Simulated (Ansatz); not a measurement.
# GaHF (doublet): one geometry, many settings at a displaced geometry (v2)

Aim: run GaHF (doublet) at one geometry under a spread of methods and options, and see what each costs and gives.

Computed with Ansatz 0.2.0, Gaussian basis. Level: the settings change from run to run.

34 further runs of the same task are left out: 15 for a known fault of the program, 8 that didn't finish, 11 set aside as unsound or not needed. Runs told in other sessions of the task aren't counted.

### 1 The system

The geometry is a PBE0/def2-TZVP stationary point (not a proven minimum) with its atoms shifted at random (size 0.100 Å). No spin-orbit coupling is included. The filled d shell of Ga may be among the frozen orbitals whatever the setting's name suggests.

3 atoms, charge 0, spin multiplicity 2.

Atoms are counted from 1 here; the program's logs count them from 0.

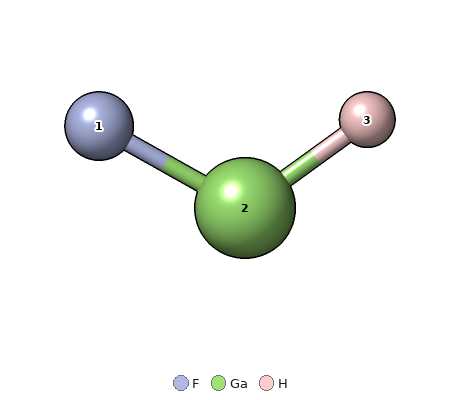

The geometry (fluorine light blue, gallium green, hydrogen pink); atoms are numbered from 1 in the order of the file.

### 2 CASCI(3,2)/cc-pVDZ

The input, in.yaml:

```yaml
crystal:
  periodic: [false, false, false]
  atoms:
    - {symbol: F, position_ang: [0.129105, 0.078631, 1.388973]}
    - {symbol: Ga, position_ang: [-0.035770, -0.040855, -0.362079]}
    - {symbol: H, position_ang: [0.040851, 1.344036, -1.134060]}
basis:
  gaussian: {orbitals: cc-pVDZ}
magnetization: {spin_polarized: false, initial_magnetization: 1}
correlation: {active_space: {window: {electrons: 3, orbitals: 2}, fixed_orbitals: true}}
output: {forces: true}
```

Command:

```
ansatz run in.yaml --threads 1 --pin off --events-out ev --progress --plain --max-ram 2393MiB
```

The program printed:

```text
Functional definition: HF
  name "HF"
  cite "Fock, Z. Phys. 61, 126 (1930) doi:10.1007/BF01340294"
  parent pbe
  exchange = exact_x
  correlation = 0
500 factors; integrals over basis functions are off by at most 8.4e-4 eV
mean field evaluation 1: about -55053.1029 eV, gradient 3.0e1 eV
mean field evaluation 2: about -55053.1199 eV, gradient 3.0e1 eV
mean field evaluation 4: about -55055.1959 eV, gradient 1.7e0 eV
mean field evaluation 8: about -55055.2666 eV, gradient 1.4e-1 eV
mean field -55055.26691223 eV, -2023.2437412244 hartree, gradient 2.8e-6 eV, S^2 0.750000; 0 other end points of the search recorded, 0 dependent functions left out
reference -55055.26691223 eV, -2023.2437412244 hartree; 21, 20 occupied and 25, 26 virtual orbitals, 500 factors
state -55055.26691223 eV, -2023.2437412244 hartree
the calculation of the forces begins
mean field evaluation 16: about -55055.2669 eV, gradient 2.8e-6 eV
Total energy: -55055.26691223 eV, -2023.2437412244 hartree
Atom 0 at     0.129105     0.078631     1.388973 Å, force     0.005196     0.002077     0.057203 eV/Å
Atom 1 at    -0.035770    -0.040855    -0.362079 Å, force    -0.002843     0.036827    -0.076580 eV/Å
Atom 2 at     0.040851     1.344036    -1.134060 Å, force    -0.002353    -0.038905     0.019378 eV/Å
Dipole moment:    -0.058266    -0.123353    -0.522035 e Å
```

Run time: 0.81 s. Hardware: 1 thread of Arm Neoverse V1, shared host.

From the report: 2 determinants; active occupations 2.00, 1.00. With so small a space the active step adds no correlation: the energy is the mean field's.

### 3 CASSCF(3,3)/cc-pVDZ

in.yaml, as its differences from that of step 2:

```diff
@@ -9,3 +9,5 @@
 magnetization: {spin_polarized: false, initial_magnetization: 1}
-correlation: {active_space: {window: {electrons: 3, orbitals: 2}, fixed_orbitals: true}}
+correlation: {active_space: {window: {electrons: 3, orbitals: 3}}}
+accuracy: high
+scf: {lower_state_search: light}
 output: {forces: true}
```

Launched as before.

The program printed, shortened:

```text
Functional definition: HF
  name "HF"
  cite "Fock, Z. Phys. 61, 126 (1930) doi:10.1007/BF01340294"
  parent pbe
[...]
917 factors; integrals over basis functions are off by at most 4.5e-9 eV
[...]
mean field -55055.26705615 eV, -2023.2437465132 hartree, gradient 4.7e-8 eV, S^2 0.750000; 0 other end points of the search recorded, 0 dependent functions left out
reference -55055.26705615 eV, -2023.2437465132 hartree; 21, 20 occupied and 25, 26 virtual orbitals, 917 factors
state -55055.75260386 eV, -2023.2615900623 hartree
[...]
Total energy: -55055.75260386 eV, -2023.2615900623 hartree
Atom 0 at     0.129105     0.078631     1.388973 Å, force     0.039836     0.017634     0.436483 eV/Å
Atom 1 at    -0.035770    -0.040855    -0.362079 Å, force    -0.036618     0.016354    -0.440066 eV/Å
Atom 2 at     0.040851     1.344036    -1.134060 Å, force    -0.003218    -0.033988     0.003583 eV/Å
Dipole moment:    -0.054968    -0.122620    -0.485037 e Å
```

Run time: 6 s. Hardware: 1 thread of Arm Neoverse V1, shared host.

From the report: 9 determinants; active occupations 1.98, 1.00, 0.01.

### 4 CCSD/cc-pVDZ

in.yaml, as its differences from that of step 3:

```diff
@@ -9,5 +9,5 @@
 magnetization: {spin_polarized: false, initial_magnetization: 1}
-correlation: {active_space: {window: {electrons: 3, orbitals: 3}}}
+hamiltonian: {xc: {name: B3LYP}}
+correlation: {method: ccsd, electrons: outside_noble_gas, diis_vectors: 12}
 accuracy: high
-scf: {lower_state_search: light}
-output: {forces: true}
+scf: {omitted_lower_state_checks: [cluster_reference]}
```

Launched as before.

The program printed, shortened:

```text
Functional definition: B3LYP
  name "B3LYP"
  cite "Stephens, Devlin, Chabalowski & Frisch, J. Phys. Chem. 98, 11623 (1994) doi:10.1021/j100096a001"
  cite "Becke, Phys. Rev. A 38, 3098 (1988) doi:10.1103/PhysRevA.38.3098"
  cite "Lee, Yang & Parr, Phys. Rev. B 37, 785 (1988) doi:10.1103/PhysRevB.37.785"
  cite "Vosko, Wilk & Nusair, Can. J. Phys. 58, 1200 (1980) doi:10.1139/p80-159"
[...]
917 factors; integrals over basis functions are off by at most 4.5e-9 eV
[...]
mean field -55111.50516599 eV, -2025.3104589304 hartree, gradient 7.8e-9 eV, S^2 0.750000; 0 other end points of the search recorded, 0 dependent functions left out
15 core orbitals not correlated, not the lowest: weight in the atoms' cores, before any rotation towards them, 0.964 or more for the frozen orbitals, at most 0.041 for the correlated occupied ones
reference -55054.55820739 eV, -2023.2176968016 hartree; 6, 5 occupied and 25, 26 virtual orbitals, 917 factors
second order -7.01334081 eV of doubles, -0.39845877 eV of singles
cycle   1  -6.98910773 eV  change    4.1e-1 eV  update   1.1e-1
[...]
cycle  23  -7.34133100 eV  change  -3.1e-10 eV  update  5.4e-10
Total energy: -55061.89953839 eV, -2023.4874857398 hartree
Checks for a lower state left out: cluster_reference
```

Run time: 6 s. Hardware: 1 thread of Arm Neoverse V1, shared host.

From the report: correlation -7.3413 eV; T1 0.026; largest double amplitude 0.04. The orbitals are Kohn-Sham ones, so correlation energy and T1 don't compare with those on Hartree-Fock orbitals.

### 5 CCSD on ROHF/cc-pVDZ

The input, in.yaml:

```yaml
crystal:
  periodic: [false, false, false]
  atoms:
    - {symbol: F, position_ang: [0.129105, 0.078631, 1.388973]}
    - {symbol: Ga, position_ang: [-0.035770, -0.040855, -0.362079]}
    - {symbol: H, position_ang: [0.040851, 1.344036, -1.134060]}
basis:
  gaussian: {orbitals: cc-pVDZ}
magnetization: {spin_polarized: false, initial_magnetization: 1}
correlation: {method: ccsd, electrons: outside_noble_gas}
output: {forces: true}
```

Launched as before.

The program printed, shortened:

```text
Functional definition: HF
  name "HF"
  cite "Fock, Z. Phys. 61, 126 (1930) doi:10.1007/BF01340294"
  parent pbe
[...]
500 factors; integrals over basis functions are off by at most 8.4e-4 eV
[...]
mean field -55055.26691223 eV, -2023.2437412244 hartree, gradient 2.8e-6 eV, S^2 0.750000; 1 other end points of the search recorded, 0 dependent functions left out
[...]
determinant -55055.26691223 eV, -2023.2437412244 hartree, with singles and doubles -55062.14176679 eV, -2023.4963874692 hartree
determinant -55052.14220935 eV, -2023.1289105115 hartree, with singles and doubles -55059.33816984 eV, -2023.3933571817 hartree
15 core orbitals not correlated, not the lowest: weight in the atoms' cores, before any rotation towards them, 0.961 or more for the frozen orbitals, at most 0.045 for the correlated occupied ones
reference -55055.26691223 eV, -2023.2437412244 hartree; 6, 5 occupied and 25, 26 virtual orbitals, 500 factors
second order -6.53382259 eV of doubles, -0.02547811 eV of singles
cycle   1  -6.87648084 eV  change   -1.6e-3 eV  update   1.3e-3
[...]
cycle   9  -6.87680168 eV  change    1.2e-6 eV  update   5.6e-7
[...]
Total energy: -55062.14371392 eV, -2023.4964590250 hartree
Atom 0 at     0.129105     0.078631     1.388973 Å, force     0.050823     0.034044     0.543093 eV/Å
Atom 1 at    -0.035770    -0.040855    -0.362079 Å, force    -0.067212    -0.336265    -0.370814 eV/Å
Atom 2 at     0.040851     1.344036    -1.134060 Å, force     0.016389     0.302221    -0.172279 eV/Å
Dipole moment:    -0.046994    -0.085419    -0.437832 e Å
```

It took 2.7 s on 1 thread of Arm Neoverse V1, shared host.

From the report: correlation -6.8768 eV; T1 0.025; largest double amplitude 0.04.

### 6 MP2 on ROHF/cc-pVDZ

in.yaml, as its differences from that of step 5:

```diff
@@ -7,5 +7,5 @@
 basis:
-  gaussian: {orbitals: cc-pVDZ}
+  gaussian: {orbitals: cc-pVDZ, fitting: {mean_field: def2-universal-jkfit}}
 magnetization: {spin_polarized: false, initial_magnetization: 1}
-correlation: {method: ccsd, electrons: outside_noble_gas}
+correlation: {method: mp2, electrons: valence}
 output: {forces: true}
```

The command is unchanged.

The program printed, shortened:

```text
Functional definition: HF
  name "HF"
  cite "Fock, Z. Phys. 61, 126 (1930) doi:10.1007/BF01340294"
  parent pbe
[...]
361 factors; integrals over basis functions are off by at most 4.0e-1 eV
[...]
mean field -55055.26397527 eV, -2023.2436332931 hartree, gradient 2.6e-6 eV, S^2 0.750000; 0 other end points of the search recorded, 0 dependent functions left out
10 core orbitals not correlated: weight in the atoms' cores, before any rotation towards them, 1.000 or more for the frozen orbitals, at most 0.000 for the correlated occupied ones
reference -55055.26397527 eV, -2023.2436332931 hartree; 11, 10 occupied and 25, 26 virtual orbitals, 361 factors
second order -6.96908701 eV of doubles, -0.03045522 eV of singles
[...]
Total energy: -55062.26351750 eV, -2023.5008617254 hartree
Atom 0 at     0.129105     0.078631     1.388973 Å, force     0.042233     0.015035     0.467114 eV/Å
Atom 1 at    -0.035770    -0.040855    -0.362079 Å, force    -0.041087    -0.027825    -0.438693 eV/Å
Atom 2 at     0.040851     1.344036    -1.134060 Å, force    -0.001146     0.012790    -0.028421 eV/Å
Dipole moment:    -0.046279    -0.092574    -0.421088 e Å
```

It took 0.69 s on 1 thread of Arm Neoverse V1, shared host.

### 7 MP2 on UHF/cc-pVDZ

The input, in.yaml:

```yaml
crystal:
  periodic: [false, false, false]
  atoms:
    - {symbol: F, position_ang: [0.129105, 0.078631, 1.388973]}
    - {symbol: Ga, position_ang: [-0.035770, -0.040855, -0.362079]}
    - {symbol: H, position_ang: [0.040851, 1.344036, -1.134060]}
basis:
  gaussian: {orbitals: cc-pVDZ}
magnetization: {spin_polarized: true, initial_magnetization: 1}
correlation: {method: mp2, electrons: all}
output: {forces: true}
```

Same command.

The program printed, shortened:

```text
Functional definition: HF
  name "HF"
  cite "Fock, Z. Phys. 61, 126 (1930) doi:10.1007/BF01340294"
  parent pbe
[...]
500 factors; integrals over basis functions are off by at most 8.4e-4 eV
[...]
mean field -55055.33234353 eV, -2023.2461457801 hartree, gradient 4.6e-6 eV, S^2 0.761357; 0 other end points of the search recorded, 0 dependent functions left out
reference -55055.33234353 eV, -2023.2461457801 hartree; 21, 20 occupied and 25, 26 virtual orbitals, 500 factors
second order -7.22758784 eV of doubles, -0.00000000 eV of singles
[...]
Total energy: -55062.55993137 eV, -2023.5117547343 hartree
Atom 0 at     0.129105     0.078631     1.388973 Å, force     0.043019     0.020312     0.469838 eV/Å
Atom 1 at    -0.035770    -0.040855    -0.362079 Å, force    -0.043806    -0.057911    -0.434024 eV/Å
Atom 2 at     0.040851     1.344036    -1.134060 Å, force     0.000787     0.037599    -0.035814 eV/Å
Dipole moment:    -0.046088    -0.090056    -0.421893 e Å
```

It took 1.3 s on 1 thread of Arm Neoverse V1, shared host.

From the report: ⟨S²⟩ of the determinant 0.761 (pure doublet: 0.75).

### 8 HF (ROHF)/cc-pVDZ

in.yaml, as its differences from that of step 7:

```diff
@@ -8,4 +8,4 @@
   gaussian: {orbitals: cc-pVDZ}
-magnetization: {spin_polarized: true, initial_magnetization: 1}
-correlation: {method: mp2, electrons: all}
-output: {forces: true}
+magnetization: {spin_polarized: false, initial_magnetization: 1}
+hamiltonian: {xc: hf}
+output: {orbitals: {seedname: orbitals}}
```

Same command.

The program printed:

```text
Functional definition: HF
  name "HF"
  cite "Fock, Z. Phys. 61, 126 (1930) doi:10.1007/BF01340294"
  parent pbe
  exchange = exact_x
  correlation = 0
500 factors; integrals over basis functions are off by at most 8.4e-4 eV
mean field evaluation 1: about -55053.1029 eV, gradient 3.0e1 eV
mean field evaluation 2: about -55053.1199 eV, gradient 3.0e1 eV
mean field evaluation 4: about -55055.1959 eV, gradient 1.7e0 eV
mean field evaluation 8: about -55055.2666 eV, gradient 1.4e-1 eV
mean field evaluation 16: about -55055.2669 eV, gradient 1.3e-5 eV
mean field -55055.26691223 eV, -2023.2437412244 hartree, gradient 1.3e-5 eV, S^2 0.750000; 0 other end points of the search recorded, 0 dependent functions left out
reference -55055.26691223 eV, -2023.2437412244 hartree; 21, 20 occupied and 25, 26 virtual orbitals, 500 factors
Total energy: -55055.26691223 eV, -2023.2437412244 hartree
```

It took 0.45 s on 1 thread of Arm Neoverse V1, shared host.

### 9 CCSD on UHF/cc-pVDZ

in.yaml, as its differences from that of step 8:

```diff
@@ -8,4 +8,5 @@
   gaussian: {orbitals: cc-pVDZ}
-magnetization: {spin_polarized: false, initial_magnetization: 1}
-hamiltonian: {xc: hf}
-output: {orbitals: {seedname: orbitals}}
+magnetization: {spin_polarized: true, initial_magnetization: 1}
+correlation: {method: ccsd, electrons: outside_noble_gas}
+scf: {lower_state_search: off}
+output: {forces: true}
```

Launched as before.

The program printed, shortened:

```text
Functional definition: HF
  name "HF"
  cite "Fock, Z. Phys. 61, 126 (1930) doi:10.1007/BF01340294"
  parent pbe
[...]
500 factors; integrals over basis functions are off by at most 8.4e-4 eV
[...]
mean field -55055.33234353 eV, -2023.2461457801 hartree, gradient 4.6e-6 eV, S^2 0.761357; 0 other end points of the search recorded, 0 dependent functions left out
15 core orbitals not correlated, not the lowest: weight in the atoms' cores, before any rotation towards them, 0.961 or more for the frozen orbitals, at most 0.045 for the correlated occupied ones
reference -55055.33234353 eV, -2023.2461457801 hartree; 6, 5 occupied and 25, 26 virtual orbitals, 500 factors
second order -6.51509893 eV of doubles, -0.00000000 eV of singles
cycle   1  -6.55087060 eV  change   -3.6e-2 eV  update   8.1e-2
[...]
cycle  13  -6.81967145 eV  change   -2.2e-7 eV  update   1.4e-6
[...]
Total energy: -55062.15201497 eV, -2023.4967640832 hartree
Atom 0 at     0.129105     0.078631     1.388973 Å, force     0.051152     0.035386     0.545273 eV/Å
Atom 1 at    -0.035770    -0.040855    -0.362079 Å, force    -0.067998    -0.343492    -0.371221 eV/Å
Atom 2 at     0.040851     1.344036    -1.134060 Å, force     0.016846     0.308106    -0.174052 eV/Å
Dipole moment:    -0.047076    -0.085664    -0.438486 e Å
Checks for a lower state left out: starts, cluster_reference, orbital_swaps, neighbouring_geometries, increment
```

Run time: 2.1 s. Hardware: 1 thread of Arm Neoverse V1, shared host.

From the report: ⟨S²⟩ of the determinant 0.761 (pure doublet: 0.75); correlation -6.8197 eV; T1 0.020; largest double amplitude 0.04.

### 10 BCCD(T) on ROHF/cc-pVDZ

The input, in.yaml:

```yaml
crystal:
  periodic: [false, false, false]
  atoms:
    - {symbol: F, position_ang: [0.129105, 0.078631, 1.388973]}
    - {symbol: Ga, position_ang: [-0.035770, -0.040855, -0.362079]}
    - {symbol: H, position_ang: [0.040851, 1.344036, -1.134060]}
basis:
  gaussian: {orbitals: cc-pVDZ}
magnetization: {spin_polarized: false, initial_magnetization: 1}
correlation: {method: bccd_t, electrons: outside_noble_gas}
accuracy: high
```

Same command.

The program printed, shortened:

```text
Functional definition: HF
  name "HF"
  cite "Fock, Z. Phys. 61, 126 (1930) doi:10.1007/BF01340294"
  parent pbe
[...]
917 factors; integrals over basis functions are off by at most 4.5e-9 eV
[...]
mean field -55055.26705615 eV, -2023.2437465132 hartree, gradient 4.7e-8 eV, S^2 0.750000; 1 other end points of the search recorded, 0 dependent functions left out
[...]
determinant -55055.26705615 eV, -2023.2437465132 hartree, with singles and doubles -55062.14192708 eV, -2023.4963933600 hartree
determinant -55052.14235715 eV, -2023.1289159429 hartree, with singles and doubles -55059.33833545 eV, -2023.3933632680 hartree
15 core orbitals not correlated, not the lowest: weight in the atoms' cores, before any rotation towards them, 0.961 or more for the frozen orbitals, at most 0.045 for the correlated occupied ones
reference -55055.26705615 eV, -2023.2437465132 hartree; 6, 5 occupied and 25, 26 virtual orbitals, 917 factors
second order -6.53385394 eV of doubles, -0.02547808 eV of singles
cycle   1  -6.85198668 eV  change    2.3e-2 eV  update   1.3e-2
[...]
cycle  21  -6.85372748 eV  change  -1.4e-10 eV  update  6.6e-10
perturbative correction -0.14897262 eV, -0.0054746429 hartree
Total energy: -55062.26975625 eV, -2023.5010909954 hartree
```

It took 3.3 s on 1 thread of Arm Neoverse V1, shared host.

From the report: correlation -7.0027 eV; largest double amplitude 0.04.

### 11 The runs in one table

Where basis and cores are those of an earlier UCCSDT(Q)/cc-pVDZ run (-55062.3012 eV), and the records show the same count of frozen orbitals and kind of state, the miss against it is given; a blank cell means that this couldn't be shown.

| level | correlated | functions | energy (eV) | from UCCSDT(Q) (meV) | time |
| --- | --- | --- | --- | --- | --- |
| CASCI(3,2)/cc-pVDZ |  | 46 | -55055.2669 | 7034.3 | 0.81 s |
| CASSCF(3,3)/cc-pVDZ |  | 46 | -55055.7526 | 6548.6 | 6 s |
| CCSD/cc-pVDZ (on B3LYP orbitals) | outside noble gas | 46 | -55061.8995 | 401.6 | 6 s |
| CCSD on ROHF/cc-pVDZ | outside noble gas | 46 | -55062.1437 | 157.5 | 2.7 s |
| MP2 on ROHF/cc-pVDZ | valence | 46 | -55062.2635 |  | 0.69 s |
| MP2 on UHF/cc-pVDZ | all | 46 | -55062.5599 |  | 1.3 s |
| HF (ROHF)/cc-pVDZ |  | 46 | -55055.2669 | 7034.3 | 0.45 s |
| CCSD on UHF/cc-pVDZ | outside noble gas | 46 | -55062.1520 | 149.2 | 2.1 s |
| BCCD(T) on ROHF/cc-pVDZ | outside noble gas | 46 | -55062.2698 | 31.4 | 3.3 s |

### 12 Summary of results

| quantity | value |
| --- | --- |
| runs | 9 |
| quickest | HF (ROHF)/cc-pVDZ, 0.45 s |
| slowest | CCSD/cc-pVDZ (on B3LYP orbitals), 6 s |

**Reading.** Total energies in different bases, with other cores or another treatment of relativity can't be set against each other. «valence» and «outside noble gas» are the program's key words; the logs give how many orbitals each freezes, and for Ga to Kr the 3d shell needn't follow the word's plain sense. CCSD/cc-pVDZ (on B3LYP orbitals) took 13 times as long as HF (ROHF)/cc-pVDZ; the jobs differ in more than the method. Among the correlated runs with a miss given, it spans +31 to +402 meV. Hartree-Fock, CASSCF and CASCI lack dynamic correlation by design. Cores frozen from Kohn-Sham orbitals shift the total energy.
